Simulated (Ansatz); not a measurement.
Fields on a plane of Hf3N4 (space group I-43d)

```xyz
14
Lattice="-3.3671 3.3671 3.3671 3.3671 -3.3671 3.3671 3.3671 3.3671 -3.3671" Properties=species:S:1:pos:R:3 pbc="T T T"
Hf    -1.6836     2.5253     3.3671
Hf     0.8418     3.3671     1.6836
Hf     1.6836     0.8418     3.3671
Hf     2.5253     3.3671    -1.6836
Hf     3.3671    -1.6836     2.5253
Hf     3.3671     1.6836     0.8418
N      0.4479     3.8150    -0.4479
N      2.1315     1.2356    -1.2356
N      2.9192     2.9192     2.9192
N      1.2356    -1.2356     2.1315
N      3.8150    -0.4479     0.4479
N     -1.2356     2.1315     1.2356
N     -0.4479     0.4479     3.8150
N      1.2356     1.2356     1.2356
```

The slice is a {211} plane (indices of the conventional cell) through the point (0.375, 0.625, 0.750) (fractional), spanned by u = [111] and v = [1 0 -1] in vectors of this cell: u (5.83 Å) and v (9.52 Å, at 90° to u). It covers one period; positions are fractions (u, v).

Atoms on it: Hf at (0.50, 0.38); Hf at (0.00, 0.00). Other atoms lie within 1 Å of the plane.

Level of theory: PBE (plane waves to 420 eV, PAW, scalar-relativistic; Ansatz, a first-principles code). k mesh 6×6×6. Inside the PAW spheres the values are not all-electron values, and peaks at nuclei hang on which shells count as valence. Hf3N4 is run without spin polarisation. Hf3N4 was relaxed with its symmetry unable to fall. Spin-orbit coupling is left out, though Hf is heavy.

```
|@%.#*..**: %|
|- =@@= ++: .|
|: =@@*    .=|
|%:.*#- :+::@|
|@=  .. +%+-@|
|#.: .+-:+::%|
|.=#=:@@-  .:|
| =%=-@@= -=.|
|  : :#*.:%@+|
| ::     +@@+|
|.**: +%+:@%:|
| =+..@x@.-- |
|  . .@x@:   |
|. .=.=%+ += |
|  #@@=  #@@=|
|.:@#%%:-@#%%|
|.:@@@# .@@@#|
|:.-%#.  -%*.|
|@%... .  ..%|
|x@:..  :- :@|
```
Scale: ten equal steps from 0.06 (start of ' ') to 0.85 (end of '@'), in the order ' .:-=+*#%@'. Values: electron localisation function (ELF). The map has 12 points along u (one character each, u = 0 at the left) and 20 along v (v = 0 in the bottom row). Points within 0.4 Å of a nucleus are blanked (x), as the pseudised field means little there.

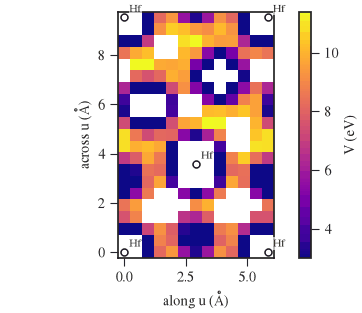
Figure: Electrostatic potential energy of an electron, from the cell's mean, in eV, one period of the plane, atoms marked. Points within 0.9 Å of a nucleus are left white, as the pseudised field means little there. Values under 3 eV are set to 3. The zero, the cell's mean, hangs on the PAW cores.
